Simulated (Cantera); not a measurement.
Charge: 1 mol PbO, 1.5 mol H2, 0.00066 mol H2O, held at 0.00610 bar.

Equilibrium computed with Cantera from the NASA thermochemical tables; the gas is ideal and each condensed phase is pure. Candidate condensed phases: H2O, Pb, PbO, PbO2, Pb3O4; 12 gas species. Rates play no part.

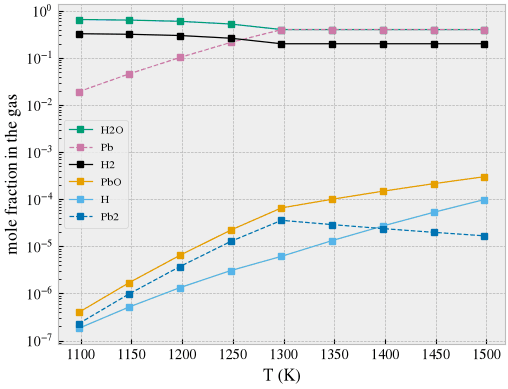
Figure: Equilibrium gas composition (values under 1e-9 drawn at 1e-9)

From 1098 K to 1248 K the condensed part is Pb(l). From 1298 K to 1498 K nothing is condensed. The main Pb-bearing gas is Pb throughout.
